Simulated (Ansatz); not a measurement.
# AlH (SMILES [AlH]) at 6 levels

We compute a comparison of 6 runs (UHF/3-21G, UB3LYP/3-21G, revPBE/3-21G, BLYP/cc-pVTZ, UPBE/cc-pVTZ, MP2/3-21G) of AlH. 

The calculation is run with Ansatz 0.2.0.

53 further runs of the same task are left out: 53 set aside as unsound or not needed.

## (1) The molecule

The species is AlH (2 atoms), meant as a singlet with charge 0. SMILES: `[AlH]`. The H2–Al1 distance was set to 2.017 Å, away from the relaxed value.

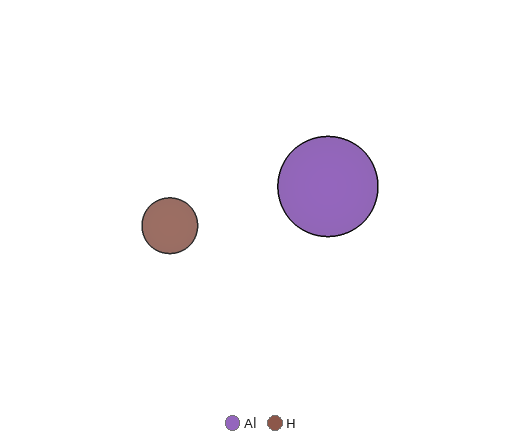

The structure, seen from a chosen angle (aluminium purple, hydrogen brown).

## (2) A single-point energy at UHF/3-21G (run 1)

in.yaml

```yaml
basis:
  gaussian:
    orbitals: 3-21G.json
crystal:
  periodic: [false, false, false]
  atoms:
    - symbol: Al
      position_ang: [0.000000, 0.000000, -0.403330]
    - symbol: H
      position_ang: [0.000000, 0.000000, 1.613470]
hamiltonian:
  xc: hf
magnetization:
  spin_polarized: true
  initial_magnetization: 0
accuracy: high
```

The basis set 3-21G is read from a file made from the Basis Set Exchange's data (not shown).

Started as:

```console
ansatz run in.yaml --threads 1 --pin off --max-ram 2610MiB --events-out events.jsonl --progress --plain --runs-dir runs
```

The program printed:

```text
Warning: RAYON_NUM_THREADS=1 ignored (pool sized by the plan → 1); use --threads N
Functional definition: HF
  name "HF"
  exchange = exact_x
  correlation = 0
279 factors; integrals over basis functions are off by at most 2.6e-9 eV
mean field evaluation 1: about -6560.4786 eV, gradient 4.8e0 eV
mean field evaluation 2: about -6560.4788 eV, gradient 4.8e0 eV
mean field evaluation 4: about -6560.8764 eV, gradient 2.4e-1 eV
mean field evaluation 8: about -6560.8772 eV, gradient 1.9e-8 eV
mean field evaluation 16: about -6560.8399 eV, gradient 3.8e-1 eV
mean field evaluation 32: about -6555.7623 eV, gradient 8.1e0 eV
mean field -6560.87715600 eV, -241.1077883607 hartree, gradient 9.1e-8 eV, S^2 0.000000; 0 other end points of the search recorded, 0 dependent functions left out
reference -6560.87715600 eV, -241.1077883607 hartree; 7, 7 occupied and 8, 8 virtual orbitals, 279 factors
Total energy: -6560.87715600 eV, -241.1077883607 hartree
```

Run time: 0.26 s. Hardware: 1 thread of Intel Xeon Platinum 8259CL at 2.50GHz (Skylake/Cascade Lake), shared host.

## (3) A single-point energy at UB3LYP/3-21G (run 2)

run.yaml

```yaml
crystal:
  periodic: [false, false, false]
  atoms:
    - {symbol: Al, position_ang: [0.000000, 0.000000, -0.403330]}
    - {symbol: H, position_ang: [0.000000, 0.000000, 1.613470]}
basis:
  gaussian:
    orbitals: 3-21G.json
magnetization:
  spin_polarized: true
  initial_magnetization: 0
hamiltonian:
  xc: {name: B3LYP}
accuracy: high
```

The basis set 3-21G is read from a file made from the Basis Set Exchange's data (not shown).

Started as:

```console
ansatz run run.yaml --threads 1 --pin off --max-ram 2610MiB --events-out events.jsonl --progress --plain --runs-dir runs
```

The program printed:

```text
Warning: RAYON_NUM_THREADS=1 ignored (pool sized by the plan → 1); use --threads N
Functional definition: B3LYP
  name "B3LYP"
  parameter a0 = 0.2
  parameter ax = 0.72
  parameter ac = 0.81
  exchange = (1 - a0 - ax)*slater_x + ax*b88_x + a0*exact_x
  correlation = (1 - ac)*vwn_rpa_c + ac*lyp_c
279 factors; integrals over basis functions are off by at most 2.6e-9 eV
mean field evaluation 1: about -6574.7443 eV, gradient 7.0e0 eV
mean field evaluation 2: about -6574.7996 eV, gradient 6.2e0 eV
mean field evaluation 4: about -6575.3446 eV, gradient 3.3e-1 eV
mean field evaluation 8: about -6575.3446 eV, gradient 3.5e-3 eV
mean field evaluation 16: about -6575.3446 eV, gradient 9.7e-9 eV
mean field -6575.34455934 eV, -241.6394556270 hartree, gradient 3.4e-9 eV, S^2 0.000000; 1 other end points of the search recorded, 0 dependent functions left out
reference -6575.34458551 eV, -241.6394565889 hartree; 7, 7 occupied and 8, 8 virtual orbitals, 279 factors
Total energy: -6575.34458551 eV, -241.6394565889 hartree
```

It took 0.97 s on 1 thread of Intel Xeon Platinum 8259CL at 2.50GHz (Skylake/Cascade Lake), shared host; peak memory 0.11 GiB.

Runs 3 to 5 aren't shown in full; the table further down has their settings and results.

## (4) The energy at MP2/3-21G (run 6)

input.yaml

```yaml
crystal:
  periodic: [false, false, false]
  atoms:
    - symbol: Al
      position_ang: [0.000000, 0.000000, -0.403330]
    - symbol: H
      position_ang: [0.000000, 0.000000, 1.613470]
basis:
  gaussian: {orbitals: 3-21G.json}
accuracy: high
correlation: {method: mp2, frozen_orbitals: {Al: 5, H: 0}}
```

The basis set 3-21G is read from a file made from the Basis Set Exchange's data (not shown).

Started as:

```console
ansatz run input.yaml --threads 1 --pin off --max-ram 2610MiB --events-out events.jsonl --progress --plain --runs-dir runs
```

The program printed:

```text
Warning: RAYON_NUM_THREADS=1 ignored (pool sized by the plan → 1); use --threads N
[... 4 set-up lines as earlier in the session ...]
279 factors; integrals over basis functions are off by at most 2.6e-9 eV
mean field evaluation 1: about -6560.4786 eV, gradient 6.7e0 eV
mean field evaluation 2: about -6560.4788 eV, gradient 6.7e0 eV
mean field evaluation 4: about -6560.8764 eV, gradient 3.5e-1 eV
mean field evaluation 8: about -6560.8772 eV, gradient 3.5e-4 eV
mean field -6560.87715600 eV, -241.1077883607 hartree, gradient 3.7e-8 eV, S^2 0.000000; 0 other end points of the search recorded, 0 dependent functions left out
5 core orbitals not correlated: weight in the atoms' cores, before any rotation towards them, 1.000 or more for the frozen orbitals, at most 0.000 for the correlated occupied ones
reference -6560.87715600 eV, -241.1077883607 hartree; 2, 2 occupied and 8, 8 virtual orbitals, 279 factors
second order -0.86678606 eV of doubles, -0.00000000 eV of singles
Total energy: -6561.74394206 eV, -241.1396421609 hartree
```

Wall time 0.14 s (1 thread of Intel Xeon Platinum 8259CL at 2.50GHz (Skylake/Cascade Lake), shared host).

## (5) Overview of the runs

```tsv
run	level	frozen core orbitals	energy (Eh)	wall time
1	UHF/3-21G	–	-241.107788	0.26 s
2	UB3LYP/3-21G	–	-241.639457	0.97 s
3	revPBE/3-21G	–	-241.562360	0.52 s
4	BLYP/cc-pVTZ	–	-242.974836	1.5 s
5	UPBE/cc-pVTZ	–	-242.826741	1.8 s
6	MP2/3-21G	5	-241.139642	0.14 s
```

## (6) What came out

```
                                          quantity          value
                               run 6: total energy  -241.13964 Eh
run 6: correlation energy (5 core orbitals frozen)      -31.9 mEh
```

Totals of different functionals can't be ranked against each other. All runs together took 5.1 s, the longest 1.8 s.
